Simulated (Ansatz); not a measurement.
# Heat carried by phonons in BN (F-43m)

Wanted: κ(T), lifetimes and mean free paths for BN. The starting cell is a computed one from a database.

Experimental results on record:
- thermal conductivity 760 W/m/K near room temperature (given in “Combining the AFLOW GIBBS and Elastic Libraries to efficiently and robustly screen thermo-mechanical properties of solids”, 2017, arXiv:1611.05714)

Calculated with Ansatz 0.2.0; DFT r2SCAN, scalar-relativistic, plane waves, PAW; PAW set soft_1.

### Step 1. Set-up

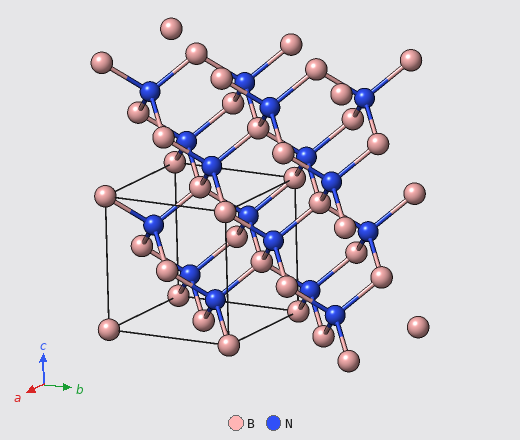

The starting structure, seen slightly off an axis (boron pink, nitrogen blue). 1×2×2 cells are drawn. This picture shows the conventional cell, with its axes. Bonds to atoms that aren't drawn are left out. Some periodic images of atoms are drawn too.

Structure file:

```
B N
1.0
     0.00000    1.81300    1.81300
     1.81300    0.00000    1.81300
     1.81300    1.81300    0.00000
B N
1 1
Cartesian
  0.0000 0.0000 0.0000
  2.7195 2.7195 2.7195
```

### Step 2. Probe on a coarse mesh

Before spending time, one coarse run tells the gap and the pressure of the starting cell.

The input, input.yaml:

```yaml
crystal:
  lattice:
    - [0.0, 1.813001, 1.813001]
    - [1.813001, 0.0, 1.813001]
    - [1.813001, 1.813001, 0.0]
  atoms:
    - { symbol: B, position: [0.0, 0.0, 0.0] }
    - { symbol: "N", position: [0.75, 0.75, 0.75] }
kpoints:
  mp_grid: { grid: [8, 8, 8] }
hamiltonian:
  xc: r2scan
  pseudopotentials: { kind: paw, azcp: { folder: soft_1 } }
scf:
  occupations: { method: gaussian, width: 0.1 }
  lower_state_search: "off"
output:
  forces: true
  stress: true
  eigenvalues: true
```

The run is started by

```bash
$ ansatz run input.yaml --threads 18 --pin off --max-ram 92160MiB --backend cuda --events-out ev --progress --plain --runs-dir out --max-vram 78GiB
```

Numbers of over 12 decimals in the logs are rounded to 6 here.

The log of the run:

```text
Engine: ansatz 0.2.0, aarch64-unknown-linux-gnu
Pseudopotentials: kind: paw
Pseudopotential: B, paw, valence charge 3, recommended cutoff 500 eV (meta_gga), soft_1/B.paw.azcp
Pseudopotential: N, paw, valence charge 5, recommended cutoff 500 eV (meta_gga), soft_1/N.paw.azcp
Functional definition: r2SCAN
  parameter k0 = 0.174
  parameter k1 = 0.065
  parameter a1 = 4.9479
  exchange = r2scan_x(k0 = k0, k1 = k1, a1 = a1)
  correlation = r2scan_c
device memory: the entry about to start is reckoned to put 0.6 GiB on a device that reports 170.0 GiB free (of which the cap on the GPU budget leaves the run 78.0 GiB)
GPU FFT provider: cuFFT
GPU libraries: cuBLAS 13.8.1, cuFFT 12.4.0, cuSOLVER 12.3.2
GPU matrix products: emulated (plane waves: as basis.precision tells), large ones in fixed point in workspaces of 1.00 GiB
Crystal: 2 atoms, lattice volume = 11.919 Å³
Basis set: ecut = 500 eV, 307 PW (Γ), exchange–correlation on 80×80×80 points (64 copies of the dense FFT grid, shifted against one another)
Bands: 8, of which v1, the nominal top of the filled ones, is band 4 counted from 1 (3 counted from 0)
Symmetry: 24 space group operations
Space group: F-43m (ITA 216), of the structure as read, at distance tolerance 2.3e-5 Å
k-points: 29 of 512 (time reversal used)
Non-local potential: B, projectors of the file, l = 0: 2, l = 1: 2, l = 2: 1
Non-local potential: N, projectors of the file, l = 0: 2, l = 1: 2, l = 2: 1
PAW form: soft (Blöchl's): semilocal exchange-correlation on the pseudo side does not see the compensation charge
PAW frozen core: B, regenerated for the run's functional (the file was generated under x = pbe(κ = 0.804, μ = 0.219515), c = pbe(β = 0.066725))
PAW frozen core: N, regenerated for the run's functional (the file was generated under x = pbe(κ = 0.804, μ = 0.219515), c = pbe(β = 0.066725))
PAW one-centre angular grid: B, 302 points (default); XC on 223 of its mesh's 2233 points in the sphere
PAW one-centre angular grid: N, 302 points (default); XC on 160 Gauss nodes
Initial density: superposition of atomic densities (chi_scale 0.1, normalization cell, long waves kept (reshape's long-wave potential 0.00 eV rms))
Initial wavefunctions: pseudopotential atomic-orbital guess
GPU buffer pool allocated for 8000 grid points (all kernels)
GPU transforms: local potential: pruned to the plane-wave sphere, on 18×20×20; band sums: pruned to the plane-wave sphere, on 20×20×20
Functional: x = r2scan, c = r2scan; τ floored in thin density (d = 2e-4 eV/Å³)
SCF iter   1: F=-543.426669 eV  HF=-544.249209 eV  |F-HF|=8.23e-1  |Δ(HF+E_count)|=         —  Δρ=1.43e-1  dr2=1.97e0  dr2_τ=4.78e-1  ethr=3.10e-3  ⟨swp⟩=4.0  Hψ=1541  notcnv=0
preconditioner: auto → none  [insulator: Δε(μ)=5.879 eV  Ē_g=21.510 eV  σ=0.100 eV  W_gap=1.00  n_scr=0 (ndim 8)  ℏωp=30.4 eV  f_vac=0.000  D(μ)=0.00/eV (n_scr^D=0)  ε∞_Penn≈3.0]
SCF iter   2: F=-543.979910 eV  HF=-543.973335 eV  |F-HF|=6.58e-3  |Δ(HF+E_count)|=   2.76e-1  Δρ=6.09e-2  dr2=2.18e-1  dr2_τ=5.84e-2  ethr=3.10e-3  ⟨swp⟩=2.1  Hψ=698  notcnv=0
SCF iter   3: F=-544.003620 eV  HF=-544.000086 eV  |F-HF|=3.53e-3  |Δ(HF+E_count)|=   2.68e-2  Δρ=2.48e-2  dr2=3.92e-2  dr2_τ=3.09e-3  ethr=2.73e-3  ⟨swp⟩=2.0  Hψ=348  notcnv=0
SCF iter   4: F=-544.006339 eV  HF=-544.006259 eV  |F-HF|=8.01e-5  |Δ(HF+E_count)|=   6.17e-3  Δρ=2.17e-3  dr2=1.94e-4  dr2_τ=4.13e-5  ethr=4.90e-4  ⟨swp⟩=3.0  Hψ=462  notcnv=0
SCF iter   5: F=-544.006377 eV  HF=-544.006378 eV  |F-HF|=2.16e-7  |Δ(HF+E_count)|=   1.19e-4  Δρ=2.92e-4  dr2=7.11e-6  dr2_τ=3.83e-7  ethr=2.43e-6  ⟨swp⟩=2.4  Hψ=361  notcnv=0
SCF iter   6: F=-544.006380 eV  HF=-544.006380 eV  |F-HF|=2.16e-9  |Δ(HF+E_count)|=   2.10e-6  Δρ=2.37e-5  dr2=3.33e-8  dr2_τ=3.51e-9  ethr=1.25e-9  ⟨swp⟩=4.3  Hψ=1402  notcnv=0
SCF 1 converged in 6 iterations: F = -544.006380 eV  dr2 = 3.33e-8
  greatest PAW one-centre occupation: 0.799 electrons in one spin orbital (limit 2), on the N atom at site 1 (counted from 0), in its partial waves of l = 0
SCF converged after 6 iterations
Free energy (F): -544.006380 eV
Harris-Foulkes:  -544.006380 eV  (|F-HF|=2.16e-9)
Internal energy: -544.006380 eV  (E = F + TS)
E sigma→0 (E₀):  -544.006380 eV
Fermi energy:    13.340458 eV
--- Per-component energies (eV) ---
  E_band       = 21.044952
  E_kinetic    = 183.358587
  E_local      = -159.816323  (includes V_loc(G=0)·N_el)
  E_nonlocal   = 41.568948
  E_hartree    = 49.779397
  E_xc         = -91.794706
  E_vxc        = -126.367726  (∫ρ·V_xc dr)
  E_paw        = -209.757059  (= ΣΔE_a)
  E_vpaw       = -24.152023  (= ΣTr[D̂ρ^β])
  E_aug_tail   = 0.000024  (compensation charges beyond the density's cutoff)
  E_vtau       = 6.896564  (kinetic-family band-sum trace: ∫τ·v_τ [+ j·A + Jᵃ·Aᵃ] dr)
  E_ewald      = -357.297240
  E_core_change = -0.048007  (= ΣΔE_core)
  E_smearing   = -0.000000  (= −TS)
  E_closure    = -0.000000  (closes the sum)
  Σ components = -544.006380   (vs F -544.006380, Δ=0.00e0)
--- Forces (eV/Å), atoms counted from 1 ---
  atom   1  B     -0.00000000     0.00000000     0.00000000
  atom   2  N      0.00000000     0.00000000     0.00000000
  max |Σ_I F_I| component: 5.46e-16 eV/Å
--- Stress (GPa, compression-positive) ---
       -5.416031      -0.000000      -0.000000
       -0.000000      -5.416031       0.000000
       -0.000000       0.000000      -5.416031
  P = ⅓ Tr σ = -5.4160 GPa (-54.160 kbar)
--- Band table (eV; the first three rows and the last of 29) ---
  k-point 0: bands = ["-10.3345", "10.8525", "10.8525", "10.8525", "20.3623", "20.3623", "20.3623", "21.7079"]
  k-point 1: bands = ["-9.9454", "8.9052", "10.4647", "10.4647", "20.6920", "20.9545", "20.9545", "23.0038"]
  k-point 2: bands = ["-8.8199", "5.1718", "9.6967", "9.6967", "21.0756", "21.9387", "21.9387", "25.2592"]
  k-point 28: bands = ["-4.3973", "2.9228", "3.7208", "4.2435", "21.1557", "24.9885", "26.2671", "26.2677"]
```

Elapsed: 0.97 s, on 1 × NVIDIA GB200 with 18 threads of Arm Neoverse V2, shared host; peak memory 1.1 GiB.

Reading the cycles: dr2 is the Hartree energy of the density residual (eV), the measure of convergence; HF is the Harris–Foulkes estimate of the energy, which meets the free energy F at convergence.

A gap read on the k-mesh alone can miss the band edges.

Numbers from this step:

```
pressure          : -5.416 GPa
gap on the k-mesh : 4.976 eV
volume per atom   : 5.959 Å³/atom
```

The start is under -5.4 GPa at this level and looks like an insulator or semiconductor on this mesh.

### Step 3. Relaxation

The vibrations must be taken about the equilibrium of this functional, not about the starting cell, so the structure is relaxed.

input.yaml, the sections that differ from step 2:

```yaml
kpoints:
  mp_grid: { grid: [12, 12, 12] }
scf:
  occupations: { method: gaussian, width: 0.02 }
  lower_state_search: "off"
relax:
  adjacent_minimum: "off"
  f_tol: 0.005
  max_steps: 80
  cell: { stress_tol: 0.05 }
# crystal, hamiltonian, output: as in step 2
```

The log of the run:

```text
[...]
Crystal: 2 atoms, lattice volume = 11.919 Å³
Basis set: ecut = 500 eV, 307 PW (Γ), exchange–correlation on 80×80×80 points (64 copies of the dense FFT grid, shifted against one another)
Bands: 8, of which v1, the nominal top of the filled ones, is band 4 counted from 1 (3 counted from 0)
Symmetry: 24 space group operations
[...]
k-points: 72 of 1728 (time reversal used)
[...]
SCF iter   1: F=-543.427045 eV  HF=-544.249356 eV  |F-HF|=8.22e-1  |Δ(HF+E_count)|=         —  Δρ=1.43e-1  dr2=1.97e0  dr2_τ=4.78e-1  ethr=3.10e-3  ⟨swp⟩=4.8  Hψ=3928  notcnv=0
[...]
SCF iter   2: F=-543.980147 eV  HF=-543.973598 eV  |F-HF|=6.55e-3  |Δ(HF+E_count)|=   2.76e-1  Δρ=6.09e-2  dr2=2.18e-1  dr2_τ=5.84e-2  ethr=3.10e-3  ⟨swp⟩=2.1  Hψ=1732  notcnv=0
[...]
SCF iter   6: F=-544.006628 eV  HF=-544.006628 eV  |F-HF|=1.77e-9  |Δ(HF+E_count)|=   2.14e-6  Δρ=2.52e-5  dr2=3.69e-8  dr2_τ=4.09e-9  ethr=1.25e-9  ⟨swp⟩=4.1  Hψ=3441  notcnv=0
SCF 1 converged in 6 iterations: F = -544.006628 eV  dr2 = 3.69e-8
[...]
relax step   1: F+E_penalty+E_count = -544.00662764 eV  Δ(F+E_penalty+E_count) = +0.000e0 eV  max|allowed force component| = 3.238e-16 eV/Å  Δτ_max = 0.0000 Å  P = -5.417 GPa  Ω = 11.919 Å³  (6 SCF iters, dr2 threshold 1.00e-7 eV, accepted)
[...]
Crystal: 2 atoms, lattice volume = 11.820 Å³
[...]
iter 1 solved again at ethr=4.84e-6 eV; its pass at ethr=3.10e-3 eV (dr2=3.87e-4 eV) is discarded
[...]
SCF iter   2: F=-544.009048 eV  HF=-544.009052 eV  |F-HF|=4.34e-6  |Δ(HF+E_count)|=   2.74e-4  Δρ=7.17e-4  dr2=4.81e-5  dr2_τ=7.08e-6  ethr=4.65e-6  ⟨swp⟩=2.5  Hψ=1129  notcnv=0
[...]
SCF iter   4: F=-544.009051 eV  HF=-544.009051 eV  |F-HF|=2.07e-8  |Δ(HF+E_count)|=   1.61e-7  Δρ=4.36e-5  dr2=8.74e-8  dr2_τ=1.39e-8  ethr=2.50e-9  ⟨swp⟩=3.2  Hψ=2808  notcnv=0
SCF 2 converged in 4 iterations: F = -544.009051 eV  dr2 = 8.74e-8
[...]
relax step   2: F+E_penalty+E_count = -544.00905070 eV  Δ(F+E_penalty+E_count) = -2.423e-3 eV  max|allowed force component| = 6.187e-17 eV/Å  Δτ_max = 0.0000 Å  P = -2.276 GPa  Ω = 11.820 Å³  energy of the carried Pulay correction = +4.222e-5 eV  (4 SCF iters, dr2 threshold 2.00e-7 eV, accepted)
[...]
Crystal: 2 atoms, lattice volume = 11.749 Å³
[...]
SCF iter   4: F=-544.009578 eV  HF=-544.009578 eV  |F-HF|=1.03e-8  |Δ(HF+E_count)|=   4.90e-8  Δρ=3.18e-5  dr2=4.59e-8  dr2_τ=7.41e-9  ethr=2.50e-9  ⟨swp⟩=3.1  Hψ=3035  notcnv=0
SCF 3 converged in 4 iterations: F = -544.009578 eV  dr2 = 4.59e-8
relax step   3: F+E_penalty+E_count = -544.00957816 eV  Δ(F+E_penalty+E_count) = -5.275e-4 eV  max|allowed force component| = 1.660e-16 eV/Å  Δτ_max = 0.0000 Å  P = +0.038 GPa  Ω = 11.749 Å³  energy of the carried Pulay correction = +7.259e-5 eV  (4 SCF iters, dr2 threshold 2.00e-7 eV, accepted)
[...]
SCF iter   1: F=-544.009501 eV  HF=-544.009501 eV  |F-HF|=5.79e-8  |Δ(HF+E_count)|=         —  Δρ=4.42e-5  dr2=5.29e-8  dr2_τ=7.60e-8  ethr=4.70e-9  ⟨swp⟩=3.0  Hψ=5686  notcnv=0
[...]
SCF iter   2: F=-544.009501 eV  HF=-544.009501 eV  |F-HF|=1.71e-8  |Δ(HF+E_count)|=   5.23e-8  Δρ=1.94e-5  dr2=7.35e-9  dr2_τ=4.94e-9  ethr=6.62e-10  ⟨swp⟩=2.1  Hψ=777  notcnv=0
[...]
SCF iter   4: F=-544.009501 eV  HF=-544.009501 eV  |F-HF|=1.25e-12  |Δ(HF+E_count)|=   2.44e-9  Δρ=3.45e-7  dr2=7.23e-12  dr2_τ=1.04e-12  ethr=1.00e-12  ⟨swp⟩=4.1  Hψ=2570  notcnv=0
SCF 4 converged in 4 iterations: F = -544.009501 eV  dr2 = 7.23e-12
relax step   4: F+E_penalty+E_count = -544.00950108 eV  Δ(F+E_penalty+E_count) = +7.708e-5 eV  max|allowed force component| = 1.249e-16 eV/Å  Δτ_max = 0.0000 Å  P = +0.043 GPa  Ω = 11.749 Å³  stress off target by 4.29e-2 GPa  SCF on the basis re-selected at this cell (its energy is not comparable with the rows above)  (4 SCF iters)
basis re-selected at this cell: Δ(F+E_penalty+E_count) = +7.708e-5 eV, ΔP = +0.005 GPa vs the last step (what re-selecting the basis moved, of the pressure what is left beyond the Pulay correction that the steps carried, after the strain that the cell walked since its last selection, with what the two solves' SCF thresholds leave and, on support functions, any second-order correction that the steps lacked; it is no m [...]
SCF converged after 4 iterations
Free energy (F): -544.009501 eV
[...]
Internal energy: -544.009501 eV  (E = F + TS)
E sigma→0 (E₀):  -544.009501 eV
Fermi energy:    13.579197 eV
[...]
--- Stress (GPa, compression-positive) ---
        0.042855       0.000000       0.000000
        0.000000       0.042855       0.000000
        0.000000       0.000000       0.042855
  P = ⅓ Tr σ = 0.0429 GPa (0.429 kbar)
--- Band table (eV; the first three rows and the last of 72) ---
[...]
--- Relaxed structure (3 steps of the walk, 3 accepted, 1 SCFs on fresh bases) ---
  F+E_penalty+E_count = -544.00950108 eV   max|allowed force component| = 1.249e-16 eV/Å   (the final SCF, on the basis selected at the relaxed cell)
  cell:  # Å, volume = 11.7491 Å³
    - [0, 1.804364, 1.804364]
    - [1.804364, 0, 1.804364]
    - [1.804364, 1.804364, 0]
  atoms:
    - { symbol: B, position: [0, 0, 0] }
    - { symbol: N, position: [0.75, 0.75, 0.75] }
```

The job ended after 2.4 s (1 × NVIDIA GB200 with 18 threads; peak memory 1.1 GiB).

The steps of the relaxation:

```tsv
step	energy less that of the first step (eV)	largest force component (eV/Å)	pressure (GPa)	volume (Å³)
1	0.0000	0.0000	-5.42	11.92
2	-0.0024	0.0000	-2.28	11.82
3	-0.0030	0.0000	0.04	11.75
4*	-0.0029	0.0000	0.04	11.75
```

Relaxation steps marked * repeat the geometry before them on a plane-wave basis chosen anew for their cell, so energy and pressure can jump there.

The run keeps the 24 symmetry operations that it works with, so distortions that break them were not tested.

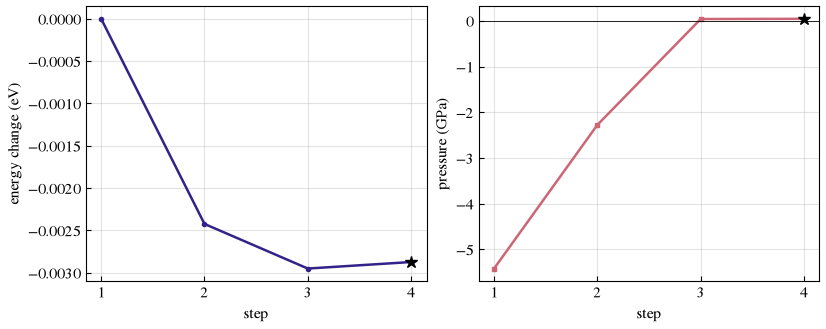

Energy and pressure along the relaxation. Stars mark steps on a basis chosen anew.

```tsv
conventional cell, symmetrised	before	after	change
a (Å)	3.626	3.609	-0.5 %
b (Å)	3.626	3.609	-0.5 %
c (Å)	3.626	3.609	-0.5 %
volume (Å³/atom)	5.96	5.87	-1.4 %
```

Final coordinates:

```xyz
2
Lattice="0.0000 1.8044 1.8044 1.8044 0.0000 1.8044 1.8044 1.8044 0.0000" Properties=species:S:1:pos:R:3 pbc="T T T"
B     0.0000    0.0000    0.0000
N     2.7065    2.7065    2.7065
```

This step gave:

```
pressure          : 0.04286 GPa
gap on the k-mesh : 4.995 eV
volume per atom   : 5.875 Å³/atom
```

The relaxation ends with a pressure of 0.04 GPa.

### Step 4. Tight relaxation

The relaxation is repeated with tighter thresholds on force and stress, since phonons are sensitive to what is left; a change of mesh or smearing in the input moves the cell too.

input.yaml, the sections that differ from step 3:

```yaml
crystal:
  lattice:
    - [0.0, 1.8043644756, 1.8043644756]
    - [1.8043644756, 0.0, 1.8043644756]
    - [1.8043644756, 1.8043644756, 0.0]
  atoms:
    - { symbol: B, position: [0.0, 0.0, 0.0] }
    - { symbol: "N", position: [0.75, 0.75, 0.75] }
scf:
  occupations: { method: fixed }
  lower_state_search: "off"
relax:
  adjacent_minimum: "off"
  f_tol: 0.001
  max_steps: 60
  cell: { stress_tol: 0.01 }
# kpoints, hamiltonian, output: as in step 3
```

The log of the run:

```text
[...]
Crystal: 2 atoms, lattice volume = 11.749 Å³
Basis set: ecut = 500 eV, 307 PW (Γ), exchange–correlation on 80×80×80 points (64 copies of the dense FFT grid, shifted against one another)
Bands: 8, of which v1, the nominal top of the filled ones, is band 4 counted from 1 (3 counted from 0)
Symmetry: 24 space group operations
[...]
P = ⅓ Tr σ = -0.0010 GPa (-0.010 kbar)
--- Band table (eV; the first three rows and the last of 72) ---
[...]
--- Relaxed structure (3 steps of the walk, 3 accepted, 1 SCFs on fresh bases) ---
[...]
cell:  # Å, volume = 11.7504 Å³
    - [0, 1.804432, 1.804432]
    - [1.804432, 0, 1.804432]
    - [1.804432, 1.804432, 0]
  atoms:
    - { symbol: B, position: [0, 0, 0] }
    - { symbol: N, position: [0.750000, 0.750000, 0.750000] }
[key lines of the parts left out:]
SCF converged after 4 iterations
Free energy (F): -544.009501 eV
Fermi energy:    11.080113 eV
```

The job ended after 2.4 s (1 × NVIDIA GB200 with 18 threads; peak memory 1 GiB).

Little changed from the start: no atom moved by 0.005 Å and no cell edge by 0.1 %.

This step gave:

| Property | Result |
| --- | --- |
| pressure | -9.65e-4 GPa |
| gap on the k-mesh | 4.994 eV |

The residual pressure is -9.6e-4 GPa, small enough for phonons.

### Step 5. An input with a fault

This input was changed on purpose, to see how the program answers.

The input, input.yaml:

```yaml
crystal:
  lattice:
    - [0.0, 1.8044320083, 1.8044320083]
    - [1.8044320083, 0.0, 1.8044320083]
    - [1.8044320083, 1.8044320083, 0.0]
  atoms:
    - { symbol: B, position: [0.0, 0.0, 0.0] }
    - { symbol: "N", position: [0.75, 0.75, 0.75] }
kpoints:
  mp_grid: { grid: [12, 12, 12] }
hamiltonian:
  xc: r2scan
  pseudopotentials: { kind: paw, azcp: { folder: soft_1 } }
scf:
  occupations: { method: fixed }
  lower_state_search: "off"
  max_iter: 100
output:
  eigenvalues: true
phonons:
  supercell: [3, 3, 3]
  dielectric: false
  third_order: { supercell: [3, 3, 3], pair_cutoff: "4 eV" }
  lattice_thermal_conductivity:
    qmesh: [15, 15, 15]
    temperatures: [300]
    isotope_mass_variance:
      - { species: B, variance: 0.001354 }
      - { species: "N", variance: 1.838e-05 }
```

The log of the run:

```text
Error: YAML parse error: error: line 23 column 53: expected [length], got [energy] (`eV`)
  --> <input>:23:53
   |
21 |   supercell: [3, 3, 3]
22 |   dielectric: false
23 |   third_order: { supercell: [3, 3, 3], pair_cutoff: "4 eV" }
   |                                                     ^ expected [length], got [energy] (`eV`)
24 |   lattice_thermal_conductivity:
25 |     qmesh: [15, 15, 15]
   |
```

Elapsed: 0.02 s, on 18 threads; peak memory 0.018 GiB.

The program refused the input before any cycle.

The program's message: “Error: YAML parse error: error: line 23 column 53: expected [length], got [energy] (`eV`)
  --> <input>:23:53
   |
21 |   supercell: [3, 3, 3]
22 |   dielectric: false
23 |   third_order: { supercell: …”

The fault put into the input: a cutoff in a unit of energy.

[end of part 1 of 2]

[Logs are printed without paths, hosts, clocks, repeated set-up lines and the standing remarks that a program may print on its own settings, such as how far it seeks lower states.]

[Hosts, paths, dates, database ids (printed as entryN), source tags and the programs' standing remarks are cut or masked in the printed files.]

[A step with changed settings may run another functional than the one named; its input shows which.]
